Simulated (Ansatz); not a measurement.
# MoH (quartet): wave-function methods side by side, def2-TZVPP

How much of the correlation energy of MoH (quartet) does each wave-function method recover here?

Program: Ansatz 0.2.0, Gaussian basis. Level of theory: def2-TZVPP, core rule «outside noble gas», up to 4 orbitals frozen. These are calculated values, not measurements.

The runs, in order: UHF; CCSD(T) on ROHF; CCSD(T) on UHF; CCSDT(Q) on ROHF; CCSDT(Q) on UHF; CASSCF and MRCISD+Q, 7 electrons in 7 orbitals; CASSCF and NEVPT2, 7 electrons in 7 orbitals.

17 further runs of the same task are left out: 5 for a known fault of the program, 6 that didn't finish, 6 set aside as unsound or not needed.

**1. What is computed**

The geometry is a PBE0/def2-TZVP stationary point (not a proven minimum) of the parent state, kept for this charge and spin. No spin-orbit coupling is included. Elements past krypton take def2 core potentials.

2 atoms, charge 0, spin multiplicity 4.

Atoms are counted from 1 here; the program's logs count them from 0.

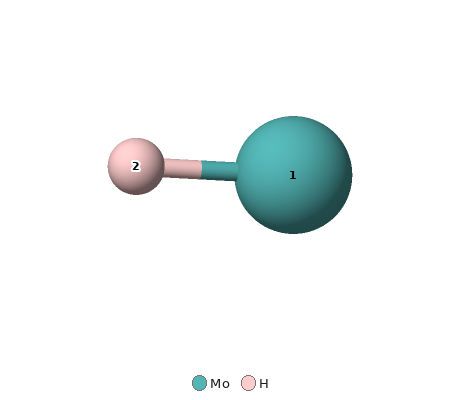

The structure; molybdenum teal, hydrogen pink; atoms are numbered from 1 in the order of the file.

In the tables R marks a restricted open-shell determinant and U an unrestricted one; 'valence' is the active space of 7 electrons in 7 orbitals; energies count from the table's Hartree-Fock row.

**2. UHF**

Contents of in.yaml:

```yaml
crystal:
  periodic: [false, false, false]
  atoms:
    - {symbol: Mo, position_ang: [0.000000, 0.000000, 0.000000]}
    - {symbol: H, position_ang: [0.000000, 0.000000, 1.688800]}
basis:
  gaussian: {orbitals: def2-TZVPP}
magnetization: {spin_polarized: true, initial_magnetization: 3}
hamiltonian: {xc: hf}
output: {orbitals: {seedname: orbitals}}
```

The run is started by

```bash
$ ansatz run in.yaml --threads 1 --pin off --events-out ev --progress --plain --max-ram 2393MiB
```

What it wrote:

```text
Functional definition: HF
  name "HF"
  cite "Fock, Z. Phys. 61, 126 (1930) doi:10.1007/BF01340294"
  parent pbe
  exchange = exact_x
  correlation = 0
508 factors; their error is unknown
mean field evaluation 1: about -1849.6104 eV, gradient 1.2e1 eV
mean field evaluation 2: about -1850.3623 eV, gradient 5.1e0 eV
mean field evaluation 4: about -1850.5411 eV, gradient 7.8e-1 eV
mean field evaluation 8: about -1850.6526 eV, gradient 4.0e-1 eV
mean field evaluation 16: about -1851.0348 eV, gradient 9.5e-1 eV
mean field evaluation 32: about -1851.7142 eV, gradient 2.1e-1 eV
mean field evaluation 64: about -1851.3865 eV, gradient 8.8e-1 eV
mean field evaluation 96: about -1851.6310 eV, gradient 5.0e-1 eV
mean field evaluation 128: about -1851.6568 eV, gradient 5.7e-2 eV
mean field evaluation 160: about -1850.1638 eV, gradient 5.6e-1 eV
mean field evaluation 192: about -1849.0799 eV, gradient 1.0e1 eV
mean field evaluation 224: about -1851.1303 eV, gradient 8.9e-1 eV
mean field evaluation 256: about -1851.6547 eV, gradient 1.2e-1 eV
mean field evaluation 288: about -1850.8429 eV, gradient 9.7e-1 eV
mean field evaluation 320: about -1850.5578 eV, gradient 1.7e-1 eV
mean field evaluation 352: about -1851.3013 eV, gradient 5.3e-2 eV
mean field evaluation 384: about -1851.0375 eV, gradient 6.0e-3 eV
mean field evaluation 416: about -1851.1589 eV, gradient 6.4e0 eV
mean field -1851.71676419 eV, -68.0493359454 hartree, gradient 7.7e-6 eV, S^2 4.775422; 9 other end points of the search recorded, 0 dependent functions left out
reference -1851.71676419 eV, -68.0493359454 hartree; 9, 6 occupied and 61, 64 virtual orbitals, 508 factors
Total energy: -1851.71676419 eV, -68.0493359454 hartree
```

Run time: 10 s. Hardware: 1 thread of Intel Xeon Platinum 8259CL at 2.50GHz, shared host.

From the report: ⟨S²⟩ of the determinant 4.775 (pure quartet: 3.75). The determinant is far from a pure spin state, so its energy mixes those of several spin states (harmless only where they are near-degenerate, as at dissociation).

**3. CCSD(T) on ROHF**

Contents of in.yaml:

```yaml
crystal:
  periodic: [false, false, false]
  atoms:
    - {symbol: Mo, position_ang: [0.000000, 0.000000, 0.000000]}
    - {symbol: H, position_ang: [0.000000, 0.000000, 1.688800]}
basis:
  gaussian: {orbitals: def2-TZVPP}
magnetization: {spin_polarized: false, initial_magnetization: 3}
correlation: {method: ccsd_t, electrons: outside_noble_gas}
```

Launched as before.

What it wrote, shortened:

```text
Functional definition: HF
  name "HF"
  cite "Fock, Z. Phys. 61, 126 (1930) doi:10.1007/BF01340294"
  parent pbe
[...]
450 factors; integrals over basis functions are off by at most 1.2e-3 eV
[...]
mean field -1850.59284888 eV, -68.0080328194 hartree, gradient 1.9e-6 eV, S^2 3.750000; 40 other end points of the search recorded, 0 dependent functions left out
[...]
determinant -1850.59284888 eV, -68.0080328194 hartree, with singles and doubles -1854.97238673 eV, -68.1689778667 hartree
determinant -1850.54860046 eV, -68.0064067201 hartree, with singles and doubles -1854.85859664 eV, -68.1647961582 hartree
determinant -1850.38837557 eV, -68.0005185639 hartree, with singles and doubles -1854.57202733 eV, -68.1542649303 hartree
determinant -1850.28853844 eV, -67.9968496169 hartree, with singles and doubles -1854.39977252 eV, -68.1479346827 hartree
[...]
determinant -1850.54860046 eV, -68.0064067201 hartree, with singles and doubles -1854.77287556 eV, -68.1616459668 hartree
determinant -1850.38837557 eV, -68.0005185639 hartree, with singles and doubles -1854.51100471 eV, -68.1520223904 hartree
determinant -1850.27757101 eV, -67.9964465714 hartree, with singles and doubles -1854.32958766 eV, -68.1453554368 hartree
unrestricted determinant -1851.71695964 eV, -68.0493431278 hartree, S^2 4.7754
4 core orbitals not correlated: weight in the atoms' cores, before any rotation towards them, 0.999 or more for the frozen orbitals, at most 0.000 for the correlated occupied ones
reference -1850.59284888 eV, -68.0080328194 hartree; 5, 2 occupied and 61, 64 virtual orbitals, 450 factors
second order -3.70908465 eV of doubles, -0.03946096 eV of singles
cycle   1  -4.27844206 eV  change   -7.3e-7 eV  update   6.8e-6
perturbative correction -0.25555809 eV, -0.0093915866 hartree
Total energy: -1855.12684902 eV, -68.1746542515 hartree
```

Wall time 62 s (1 thread of Intel Xeon Platinum 8259CL at 2.50GHz, shared host); peak memory 0.26 GiB.

From the report: correlation -4.5340 eV; T1 0.044; largest double amplitude 0.17.

**4. CCSD(T) on UHF**

in.yaml, as its differences from that of step 3:

```diff
@@ -7,3 +7,3 @@
   gaussian: {orbitals: def2-TZVPP}
-magnetization: {spin_polarized: false, initial_magnetization: 3}
+magnetization: {spin_polarized: true, initial_magnetization: 3}
 correlation: {method: ccsd_t, electrons: outside_noble_gas}
```

Launched as before.

What it wrote, shortened:

```text
Functional definition: HF
  name "HF"
  cite "Fock, Z. Phys. 61, 126 (1930) doi:10.1007/BF01340294"
  parent pbe
[...]
450 factors; integrals over basis functions are off by at most 1.2e-3 eV
[...]
mean field -1851.71695964 eV, -68.0493431278 hartree, gradient 2.0e-6 eV, S^2 4.775422; 33 other end points of the search recorded, 0 dependent functions left out
determinant -1851.71695964 eV, -68.0493431278 hartree, with singles and doubles -1855.61856358 eV, -68.1927244280 hartree
determinant -1851.46069184 eV, -68.0399254598 hartree, with singles and doubles -1855.67321205 eV, -68.1947327223 hartree
determinant -1851.30103430 eV, -68.0340581536 hartree, with singles and doubles -1855.60592699 eV, -68.1922600420 hartree
determinant -1851.12150804 eV, -68.0274606854 hartree, with singles and doubles -1854.80494774 eV, -68.1628245974 hartree
[...]
determinant -1850.05048011 eV, -67.9881011347 hartree, with singles and doubles -1854.24157775 eV, -68.1421211322 hartree
determinant -1849.98307319 eV, -67.9856239762 hartree, with singles and doubles -1853.88306863 eV, -68.1289461651 hartree
determinant -1849.15080582 eV, -67.9550387146 hartree, with singles and doubles -1852.87618891 eV, -68.0919440177 hartree
4 core orbitals not correlated: weight in the atoms' cores, before any rotation towards them, 0.999 or more for the frozen orbitals, at most 0.000 for the correlated occupied ones
reference -1851.71695964 eV, -68.0493431278 hartree; 5, 2 occupied and 61, 64 virtual orbitals, 450 factors
second order -3.04569174 eV of doubles, -0.00000000 eV of singles
cycle   1  -4.13098984 eV  change    2.8e-6 eV  update   4.7e-6
perturbative correction -0.91476727 eV, -0.0336170772 hartree
WARN: the results are in doubt because among natural orbitals the method converges to other amplitudes
Total energy: -1856.76271675 eV, -68.2347712817 hartree
In doubt: among natural orbitals the method converges to other amplitudes
```

It took 2.1 min on 1 thread of Intel Xeon Platinum 8259CL at 2.50GHz, shared host; peak memory 0.33 GiB.

From the report: ⟨S²⟩ of the determinant 4.775 (pure quartet: 3.75); correlation -5.0458 eV; T1 0.131; largest double amplitude 0.40. The determinant is far from a pure spin state, so its energy mixes those of several spin states (harmless only where they are near-degenerate, as at dissociation). Mind the lines of doubt at the end of the log.

**5. CCSDT(Q) on ROHF**

Contents of in.yaml:

```yaml
crystal:
  periodic: [false, false, false]
  atoms:
    - {symbol: Mo, position_ang: [0.000000, 0.000000, 0.000000]}
    - {symbol: H, position_ang: [0.000000, 0.000000, 1.688800]}
basis:
  gaussian: {orbitals: def2-TZVPP}
magnetization: {spin_polarized: false, initial_magnetization: 3}
correlation: {method: ccsdt_q, electrons: outside_noble_gas}
```

Launched as before.

What it wrote, shortened:

```text
Functional definition: HF
  name "HF"
  cite "Fock, Z. Phys. 61, 126 (1930) doi:10.1007/BF01340294"
  parent pbe
[...]
825 factors; integrals over basis functions are off by at most 2.1e-7 eV
[...]
mean field -1850.59285153 eV, -68.0080329169 hartree, gradient 1.8e-6 eV, S^2 3.750000; 41 other end points of the search recorded, 0 dependent functions left out
[...]
determinant -1850.59285153 eV, -68.0080329169 hartree, with singles and doubles -1854.97565562 eV, -68.1690979966 hartree
determinant -1850.54860385 eV, -68.0064068448 hartree, with singles and doubles -1854.86074234 eV, -68.1648750110 hartree
determinant -1850.38838146 eV, -68.0005187805 hartree, with singles and doubles -1854.57210440 eV, -68.1542677628 hartree
determinant -1850.28854391 eV, -67.9968498182 hartree, with singles and doubles -1854.39967255 eV, -68.1479310089 hartree
[...]
determinant -1847.36806984 eV, -67.8895243755 hartree, with singles and doubles -1851.16359068 eV, -68.0290071938 hartree
determinant -1847.19882376 eV, -67.8833046970 hartree, with singles and doubles -1850.96568221 eV, -68.0217341915 hartree
determinant -1847.12797830 eV, -67.8807011742 hartree, with singles and doubles -1850.93766892 eV, -68.0207047223 hartree
unrestricted determinant -1851.71696004 eV, -68.0493431425 hartree, S^2 4.7754
4 core orbitals not correlated: weight in the atoms' cores, before any rotation towards them, 0.999 or more for the frozen orbitals, at most 0.000 for the correlated occupied ones
reference -1850.59285153 eV, -68.0080329169 hartree; 5, 2 occupied and 61, 64 virtual orbitals, 825 factors
second order -3.70909888 eV of doubles, -0.03946102 eV of singles
cycle   1  -4.01022273 eV  change   -2.6e-1 eV  update   8.5e-2
[...]
cycle  40  -4.64476623 eV  change    1.4e-7 eV  update   4.3e-7
perturbative correction -0.02674380 eV, -0.0009828167 hartree
Total energy: -1855.26436156 eV, -68.1797077441 hartree
```

Wall time 3.9 min (1 thread of Intel Xeon Platinum 8259CL at 2.50GHz, shared host); peak memory 0.69 GiB.

From the report: correlation -4.6715 eV; T1 0.042; largest double amplitude 0.39.

**6. CCSDT(Q) on UHF**

in.yaml, as its differences from that of step 5:

```diff
@@ -7,3 +7,3 @@
   gaussian: {orbitals: def2-TZVPP}
-magnetization: {spin_polarized: false, initial_magnetization: 3}
+magnetization: {spin_polarized: true, initial_magnetization: 3}
 correlation: {method: ccsdt_q, electrons: outside_noble_gas}
```

Launched as before.

What it wrote, shortened:

```text
Functional definition: HF
  name "HF"
  cite "Fock, Z. Phys. 61, 126 (1930) doi:10.1007/BF01340294"
  parent pbe
[...]
825 factors; integrals over basis functions are off by at most 2.1e-7 eV
[...]
mean field -1851.71696004 eV, -68.0493431425 hartree, gradient 8.4e-7 eV, S^2 4.775422; 35 other end points of the search recorded, 0 dependent functions left out
determinant -1851.71696004 eV, -68.0493431425 hartree, with singles and doubles -1855.62086830 eV, -68.1928091250 hartree
determinant -1851.46069680 eV, -68.0399256422 hartree, with singles and doubles -1855.67316526 eV, -68.1947310029 hartree
determinant -1851.30103942 eV, -68.0340583417 hartree, with singles and doubles -1855.59811797 eV, -68.1919730657 hartree
determinant -1851.12443565 eV, -68.0275682728 hartree, with singles and doubles -1854.83567906 eV, -68.1639539526 hartree
[...]
determinant -1849.98754880 eV, -67.9857884517 hartree, with singles and doubles -1854.09361740 eV, -68.1366836896 hartree
determinant -1849.98308139 eV, -67.9856242775 hartree, with singles and doubles -1853.88307088 eV, -68.1289462477 hartree
4 core orbitals not correlated: weight in the atoms' cores, before any rotation towards them, 0.999 or more for the frozen orbitals, at most 0.000 for the correlated occupied ones
reference -1851.71696004 eV, -68.0493431425 hartree; 5, 2 occupied and 61, 64 virtual orbitals, 825 factors
second order -3.04569685 eV of doubles, -0.00000000 eV of singles
cycle   1  -3.33969047 eV  change   -2.9e-1 eV  update   9.6e-2
[...]
perturbative correction -0.04008411 eV, -0.0014730638 hartree
the amplitudes ended above the screening CCSD energy; trying again from the screening CCSD amplitudes
[...]
cycle   2  -5.09913205 eV  change   -4.0e-8 eV  update   3.1e-7
WARN: the amplitudes ended 0.573 eV above the screening CCSD of this reference; a lower solution may exist
Total energy: -1855.31520805 eV, -68.1815763179 hartree
```

It took 7.3 min on 1 thread of Intel Xeon Platinum 8259CL at 2.50GHz, shared host; peak memory 0.69 GiB.

From the report: ⟨S²⟩ of the determinant 4.775 (pure quartet: 3.75); correlation -3.5982 eV; T1 0.076; largest double amplitude 0.44. The determinant is far from a pure spin state, so its energy mixes those of several spin states (harmless only where they are near-degenerate, as at dissociation). The report marks this result as in doubt.

**7. CASSCF and MRCISD+Q, 7 electrons in 7 orbitals**

Contents of in.yaml:

```yaml
crystal:
  periodic: [false, false, false]
  atoms:
    - {symbol: Mo, position_ang: [0.000000, 0.000000, 0.000000]}
    - {symbol: H, position_ang: [0.000000, 0.000000, 1.688800]}
basis:
  gaussian: {orbitals: def2-TZVPP}
magnetization: {spin_polarized: false, initial_magnetization: 3}
correlation: {method: fic_mrcisd_q, electrons: outside_noble_gas, active_space: {window: {electrons: 7, orbitals: 7}, shells: [{species: H, l: s, shell: 1}, {species: Mo, l: s, shell: 5}, {species: Mo, l: d, shell: 4}]}}
```

Same command.

What it wrote, shortened:

```text
Functional definition: HF
  name "HF"
  cite "Fock, Z. Phys. 61, 126 (1930) doi:10.1007/BF01340294"
  parent pbe
[...]
825 factors; integrals over basis functions are off by at most 2.1e-7 eV
[...]
mean field -1850.59285153 eV, -68.0080329169 hartree, gradient 1.8e-6 eV, S^2 3.750000; 22 other end points of the search recorded, 0 dependent functions left out
reference -1850.59285153 eV, -68.0080329169 hartree; 9, 6 occupied and 61, 64 virtual orbitals, 825 factors
state -1851.63220449 eV, -68.0462284335 hartree
contracted CI cycle   1: correlation 0.00000000 eV, 0.0000000000 hartree, residual 1.58e1 eV
contracted CI cycle   2: correlation -3.17825379 eV, -0.1167986724 hartree, residual 2.68e0 eV
contracted CI cycle   3: correlation -3.30874753 eV, -0.1215942291 hartree, residual 8.45e-1 eV
contracted CI cycle   4: correlation -3.32609186 eV, -0.1222316212 hartree, residual 3.54e-1 eV
contracted CI cycle   5: correlation -3.32834080 eV, -0.1223142683 hartree, residual 1.32e-1 eV
contracted CI cycle   6: correlation -3.32864141 eV, -0.1223253155 hartree, residual 5.09e-2 eV
contracted CI cycle   7: correlation -3.32868151 eV, -0.1223267891 hartree, residual 1.75e-2 eV
contracted CI cycle   8: correlation -3.32868736 eV, -0.1223270044 hartree, residual 7.12e-3 eV
contracted CI cycle   9: correlation -3.32868832 eV, -0.1223270396 hartree, residual 2.63e-3 eV
contracted CI cycle  10: correlation -3.32868844 eV, -0.1223270439 hartree, residual 8.32e-4 eV
state -1851.63220449 eV, -68.0462284335 hartree; corrected -1855.20533322 eV, -68.1775384926 hartree
Total energy: -1855.20533322 eV, -68.1775384926 hartree
Checks for a lower state left out: starts, orbital_swaps
```

Run time: 12 s. Hardware: 1 thread of Intel Xeon Platinum 8259CL at 2.50GHz, shared host.

From the report: 110 determinants; active occupations 1.95, 1.62, 1.00, 1.00, 1.00, 0.38, 0.05.

**8. CASSCF and NEVPT2, 7 electrons in 7 orbitals**

Contents of in.yaml:

```yaml
crystal:
  periodic: [false, false, false]
  atoms:
    - {symbol: Mo, position_ang: [0.000000, 0.000000, 0.000000]}
    - {symbol: H, position_ang: [0.000000, 0.000000, 1.688800]}
basis:
  gaussian: {orbitals: def2-TZVPP}
magnetization: {spin_polarized: false, initial_magnetization: 3}
correlation: {method: sc_nevpt2, electrons: outside_noble_gas, active_space: {window: {electrons: 7, orbitals: 7}, shells: [{species: H, l: s, shell: 1}, {species: Mo, l: s, shell: 5}, {species: Mo, l: d, shell: 4}]}}
```

Same command.

What it wrote, shortened:

```text
Functional definition: HF
  name "HF"
  cite "Fock, Z. Phys. 61, 126 (1930) doi:10.1007/BF01340294"
  parent pbe
[...]
825 factors; integrals over basis functions are off by at most 2.1e-7 eV
[...]
mean field -1850.59285153 eV, -68.0080329169 hartree, gradient 1.8e-6 eV, S^2 3.750000; 22 other end points of the search recorded, 0 dependent functions left out
reference -1850.59285153 eV, -68.0080329169 hartree; 9, 6 occupied and 61, 64 virtual orbitals, 825 factors
state -1851.63220449 eV, -68.0462284335 hartree
state -1851.63220449 eV, -68.0462284335 hartree; corrected -1854.36803892 eV, -68.1467684946 hartree
Total energy: -1854.36803892 eV, -68.1467684946 hartree
Checks for a lower state left out: starts, orbital_swaps
```

Wall time 10 s (1 thread of Intel Xeon Platinum 8259CL at 2.50GHz, shared host).

From the report: 110 determinants; active occupations 1.95, 1.62, 1.00, 1.00, 1.00, 0.38, 0.05.

**9. Natural occupations**

Natural occupations of the CASSCF valence state about the gap (report; correlated orbitals 1 to 7): 1.952, 1.618, 1.000, 1.000, 1.000, 0.377, 0.053. The count of effectively unpaired electrons, Σ n²(2 − n)², is 3.78; a single determinant of this spin has 3.

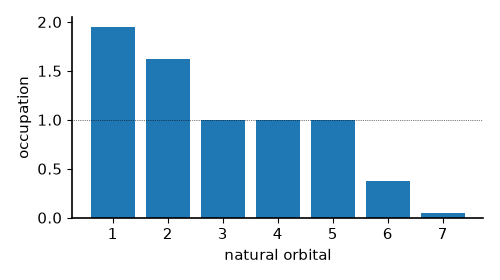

Natural occupations of the CASSCF valence state.

**10. The ladder**

No level here is safe as a reference; RCCSDT(Q) serves as a yardstick only. Rows without a time come out of other runs: HF, MP2 and CCSD of CCSD(T), CCSDT of CCSDT(Q), CASSCF and MRCISD of the multireference runs.

Differences are taken before rounding.

```csv
method,energy from the lowest RHF (meV),from RCCSDT(Q) (meV),time
RHF,0.0,+4671.5,
UHF,-1124.1,+3547.4,
RMP2,-3748.5,+923.0,
UMP2,-4169.8,+501.7,
RCCSD,-4278.4,+393.1,
UCCSD,-5255.1,-583.6,
RCCSD(T),-4534.0,+137.5,62 s
UCCSD(T),-6169.9,-1498.4,2.1 min
RCCSDT,-4644.8,+26.7,
UCCSDT,-4682.3,-10.8,
RCCSDT(Q),-4671.5,0,3.9 min
UCCSDT(Q),-4722.4,-50.8,7.3 min
CASSCF valence,-1039.4,+3632.2,
NEVPT2 valence,-3775.2,+896.3,10 s
MRCISD valence,-4368.0,+303.5,
MRCISD+Q valence,-4612.5,+59.0,12 s
```

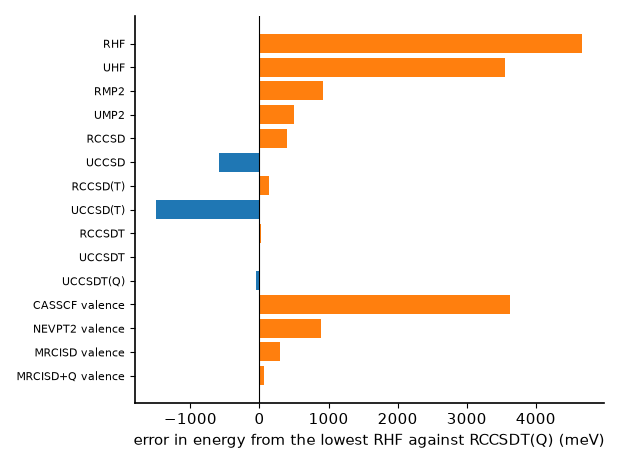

How far each level lands from RCCSDT(Q).

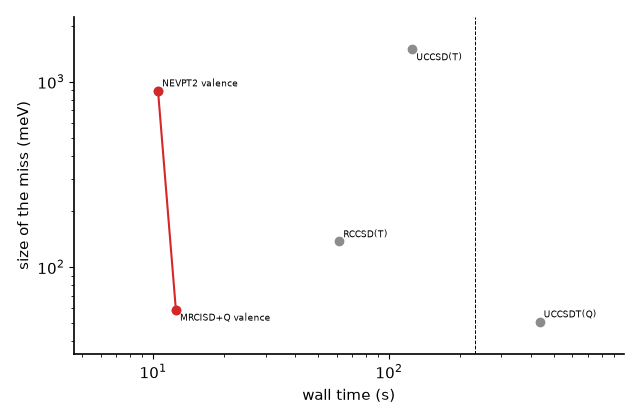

Miss against cost. Red marks the levels that no quicker level drawn beats (of those quicker than the yardstick), and the dashed line is the time of RCCSDT(Q). Times are from a shared host.

The program flags UCCSD(T), UCCSDT(Q) as in doubt (see the logs), so those rows may rest on another solution; read them beside their warnings.

**11. What came out**

| quantity | value |
| --- | --- |
| RCCSDT(Q) below the RHF energy | -4.6715 eV |
| RMP2 from RCCSDT(Q) | +923.0 meV |
| UMP2 from RCCSDT(Q) | +501.7 meV |
| RCCSD from RCCSDT(Q) | +393.1 meV |
| RCCSD(T) from RCCSDT(Q) | +137.5 meV |
| UCCSD(T) from RCCSDT(Q) | -1498.4 meV |
| UCCSDT(Q) from RCCSDT(Q) | -50.8 meV |
| NEVPT2 valence from RCCSDT(Q) | +896.3 meV |
| MRCISD+Q valence from RCCSDT(Q) | +59.0 meV |
| T1 diagnostic | 0.044 |
| effectively unpaired electrons | 3.78 |

What this shows: RCCSD(T) misses by +137.5 meV, 2.9 % of the correlation energy. CCSD(T) misses by +137.5 meV on the restricted determinant and by -1498.4 meV on the unrestricted one; the two need not hold the same state or core. The occupations show some static correlation. Warnings: spin contamination.
